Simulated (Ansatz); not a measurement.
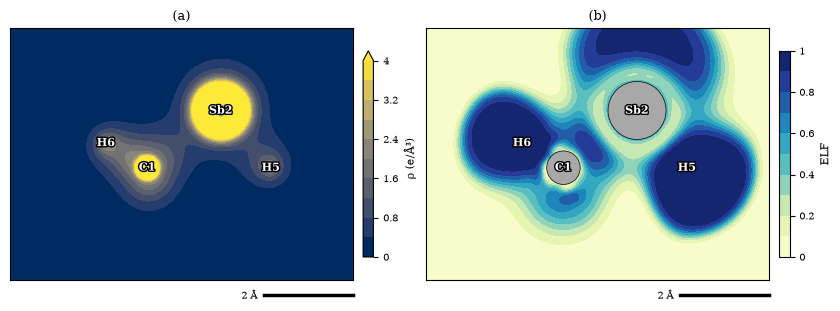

The picture shows: CH₄Sb (charge +1). (a) electron density; (b) electron localisation function on the plane of atoms C1, Sb2 and H5. Grey discs cover the atomic cores in the ELF map.

Geometry: PBE0-D4/def2-TZVP; core potentials replace the inner electrons of Sb.

All numbers below come from Ansatz 0.2.0, isolated molecule in a Gaussian basis; Kohn-Sham density functional theory, functional PBE0.

Input

```
crystal:
  periodic: [false, false, false]
  atoms:
    - symbol: C
      position_ang: [1.105897, 0.343797, 0.183347]
    - symbol: Sb
      position_ang: [-0.826978, -0.422639, -0.106255]
    - symbol: H
      position_ang: [1.356508, 0.974187, -0.679424]
    - symbol: H
      position_ang: [1.082914, 1.008810, 1.056136]
    - symbol: H
      position_ang: [-1.519738, 1.135076, -0.245941]
    - symbol: H
      position_ang: [1.836318, -0.451052, 0.314297]
basis:
  gaussian: {orbitals: def2-TZVPD}
total_charge: 1
hamiltonian: {xc: pbe0}
output: {forces: true, orbitals: {seedname: orbitals}}
```

Command:

```sh
ansatz run input.yaml --threads 2 --pin off --max-ram 4350MiB --events-out events.jsonl --progress --plain --runs-dir runs
```

Question: Describe what can be read from this map.

Answer: Atoms in the plane: C, Sb and H.
C–Sb (2.10 Å): the density is about 0.84 e/Å³ at the midpoint; the ELF peaks at about 0.90 in the valence shell of C, 0.7 Å from its nucleus, and drops to about 0.20 between the two atoms.
C–H (1.09 Å): the density is about 2 e/Å³ at the midpoint; the ELF climbs to about 1 towards the hydrogen, as it does in any bond to H (a covalent bond by its length).
Sb–H (1.71 Å): the density is about 1.2 e/Å³ at the midpoint; the ELF climbs to about 1 towards the hydrogen.
